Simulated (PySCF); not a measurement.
C7H9NOSi

The calculation's input:

```
{"job": {"kind": "nmr", "xc": "PBE0", "basis": "pcSseg-1"}, "charge": 0, "multiplicity": 1}
C     -3.803109    -0.171225    -0.108368
C     -2.539063     0.246709    -0.185099
C     -1.443330    -0.549243     0.228442
C     -0.148342    -0.714682     0.419027
Si     1.614524    -0.182073     0.402610
C      2.534238    -1.258554    -0.833205
N      3.103690    -1.899336    -1.593002
O      1.550694     1.352413    -0.108092
C      2.573489     2.249918    -0.417775
C     -1.047725    -1.876595     0.778618
H     -4.626186     0.444609    -0.425771
H     -4.044466    -1.146965     0.279524
H     -2.293966     1.228334    -0.571571
H      2.331691    -0.345644     1.671189
H      3.237644     2.396162     0.437253
H      3.165172     1.887031    -1.261789
H      2.113311     3.202493    -0.682138
H     -1.062085    -2.751680     0.138094
H     -1.225983    -2.102423     1.824590
```

Launched as:

```sh
OMP_NUM_THREADS=1 python probes_run.py task.json out
```

Geometry: GFN2-xTB.

Level of theory: PySCF 2.14.0, PBE0/pcSseg-1, SCF density, gas phase, non-relativistic.

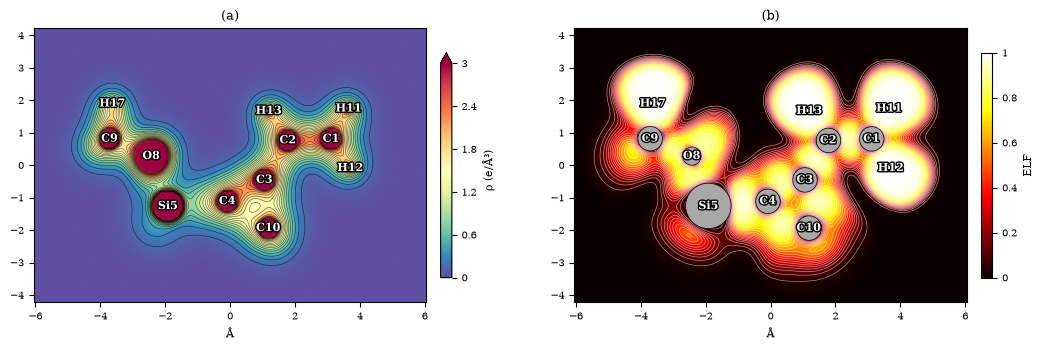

Figure 1. (a) electron density; (b) electron localisation function on the plane of atoms C3, C10 and C4. Grey discs cover the atomic cores in the ELF map.

Interpret the plot.

- Atoms in the plane: C, Si, O and H.
- C–C (1.32 Å): the density is about 2.2 e/Å³ at the midpoint; the ELF peaks at about 0.85 between the atoms; a multiple bond.
- C–O (1.40 Å): ρ is about 2.1 e/Å³ halfway, with its minimum of 1.7 e/Å³ about 0.5 Å from C; the ELF peaks at about 0.90 between the atoms; a shared but strongly polarised pair.
- Si–O (1.62 Å): the density is about 1.2 e/Å³ at the midpoint; the ELF peaks at about 0.85 between the atoms (a short, strongly polar bond).
- C–Si (1.84 Å): the density is about 0.97 e/Å³ at the midpoint; the ELF peaks at about 0.95 between the atoms; localised, covalent bonding.
- C–H (1.08 Å): the density is about 2 e/Å³ at the midpoint; the ELF climbs to about 1 towards the hydrogen, as it does in any bond to H; an ordinary covalent bond to hydrogen.

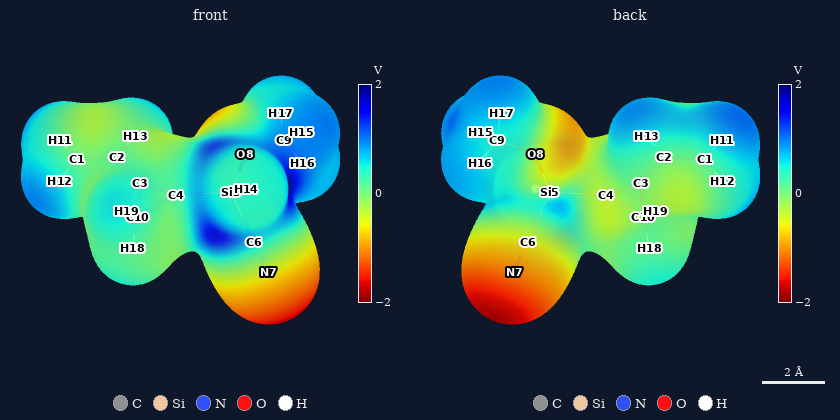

Figure 2. The molecular electrostatic potential painted on the density surface at 0.002 e/bohr³, seen from the front and from behind; the colour scale runs from red (negative) to blue (positive).

Which sites attract a positive test charge, and which a negative one?

A positive charge is drawn to the negative regions and a negative charge to the positive ones. The most negative region (about −1.8 V) lies over N7, the most positive (about +1.7 V) over Si5. N7 is the likeliest acceptor of a hydrogen bond.

What dipole moment does the calculation give?

Its dipole moment is 3.90 D.
